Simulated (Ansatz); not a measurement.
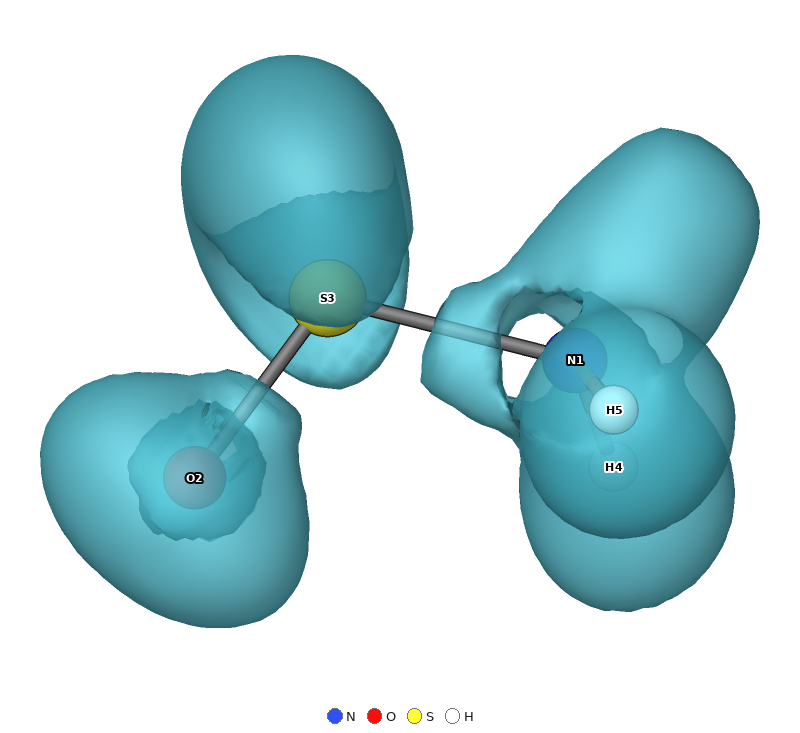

H₂NOS (doublet). Isosurface of the ELF at 0.75 (cyan), seen from one side. Core shells and regions of very low density are left out.

Geometry: B3LYP-D3(BJ)/def2-SVP.

Computed with isolated molecule in a Gaussian basis; Kohn-Sham density functional theory, functional PBE0 (Ansatz).

```yaml
atoms:
  - { symbol: N, position_ang: [0.2048, -1.1297, 1.8491] }
  - { symbol: O, position_ang: [-1.6940, 0.4854, 2.7946] }
  - { symbol: S, position_ang: [-0.5907, 0.3783, 1.7545] }
  - { symbol: H, position_ang: [-0.4302, -1.9115, 1.6704] }
  - { symbol: H, position_ang: [0.6602, -1.2685, 2.7546] }
```

### Where are the electrons localised?

The ELF exceeds this value in one region on O in which the atom's valence shell and bonds are merged, one lobe on S, pointing away from the bonds (non-bonding electrons, which may merge into one lobe) and one joined region spread over several atoms (H, N), in which their bonds and any lone pairs are merged.

Values along the shortest contacts:
S–O (1.52 Å): the ELF peaks at about 0.80 between the atoms (a polar covalent bond). S–N (1.71 Å): the ELF peaks at about 0.90 between the atoms, as expected for a shared electron pair.
